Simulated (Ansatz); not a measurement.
# C$_{2}$H$_{2}$Ga (charge −1): what the fields show

```xyz
5

C    -2.6568    1.5148   -1.5278
C    -1.6988    0.7280   -1.7679
Ga   -0.2891   -0.4292   -2.1196
H    -0.4730   -1.9662   -2.5157
H     1.2502   -0.0047   -2.0614
```

Geometry: B3LYP-D3(BJ)/def2-SVPD.

Theory: Ansatz 0.2.0, isolated molecule in a Gaussian basis; Kohn-Sham density functional theory, functional PBE0.

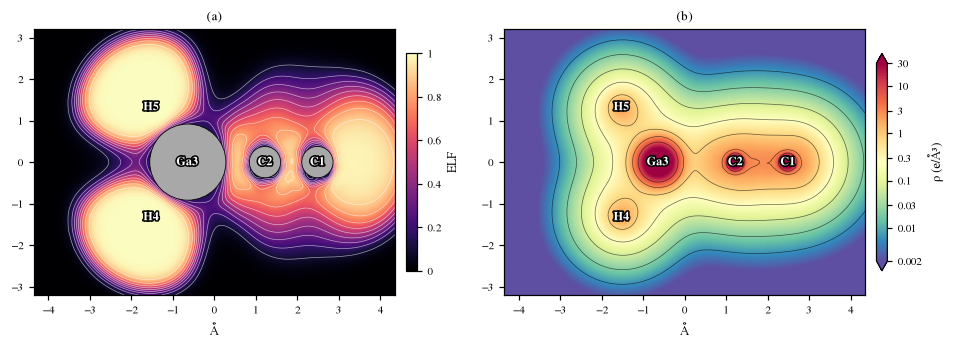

Figure 1. (a) ELF; (b) electron density on the molecular plane. Grey discs cover the atomic cores in the ELF map.

Q: What do the fields say about this system?

A:
- The plane passes through C, Ga and H nuclei.
- C–C (1.26 Å): the density is about 2.7 e/Å³ at the midpoint; the ELF peaks at about 0.90 between the atoms (a multiple bond).
- C–Ga (1.86 Å): the density is about 0.9 e/Å³ at the midpoint; the ELF peaks at about 0.90 in the valence shell of C, 0.7 Å from its nucleus, and is about 0.45 at the midpoint.
- Ga–H (1.60 Å): the density is about 0.9 e/Å³ at the midpoint; the ELF climbs to about 1 towards the hydrogen.
- The ELF also peaks beside C1, away from the bonds: lone-pair regions.

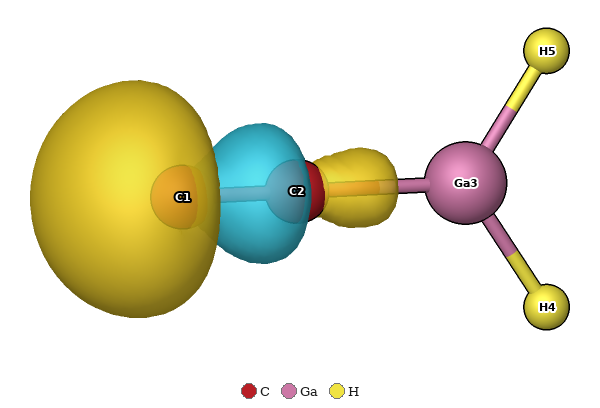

Figure 2. The HOMO−1 at ±0.15 Å⁻³ᐟ² (yellow and cyan are the two phases), seen at a tilt.

Q: Where does this orbital lie, and at what energy?

A: By Hirshfeld shares it lies mainly on C1 (about 80 %) and C2 (about 15 %); it is symmetric in the molecular plane (an in-plane orbital: σ, lone-pair or in-plane π type). Its energy is −1.70 eV.

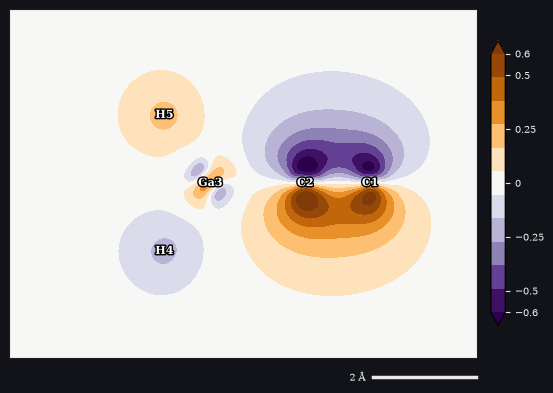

Figure 3. The HOMO on the molecular plane (values in Å⁻³ᐟ²; the overall sign is arbitrary).

Q: What is the character of this orbital?

A: By Hirshfeld shares it lies mainly on C2 (about 45 %), C1 (about 40 %) and Ga3 (about 10 %); it is symmetric in the molecular plane (an in-plane orbital: σ, lone-pair or in-plane π type). Its energy is −1.65 eV.
